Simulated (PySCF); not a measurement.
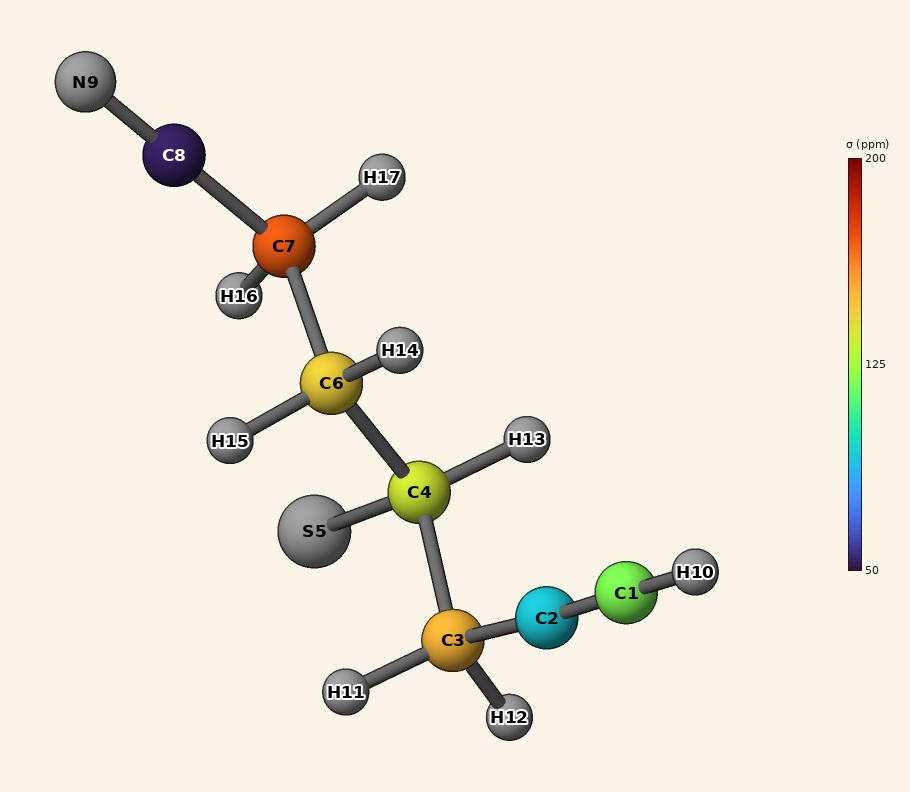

Atoms are coloured by their isotropic NMR shieldings (C only, the others grey). The species has charge −1 and is a spin singlet. Computed geometry: GFN2-xTB optimisation. No frequency run is at hand to confirm it as a minimum. Properties computed with GIAO PBE0/pcSseg-1 NMR shielding, non-relativistic, gas phase (PySCF 2.14.0).

**Which C atom is the most shielded (lowest chemical shift)?**

C7 (169.4 ppm).

**Which C atom is the least shielded (highest chemical shift)?**

C8 (53.6 ppm).

**How wide is the range of C shifts?**

115.8 ppm.

Give the isotropic NMR shieldings of the C atoms atom by atom.

| atom | σ (ppm) |
| --- | --- |
| C1 | 118.9 |
| C2 | 91.7 |
| C3 | 150.3 |
| C4 | 135.4 |
| C6 | 143.8 |
| C7 | 169.4 |
| C8 | 53.6 |
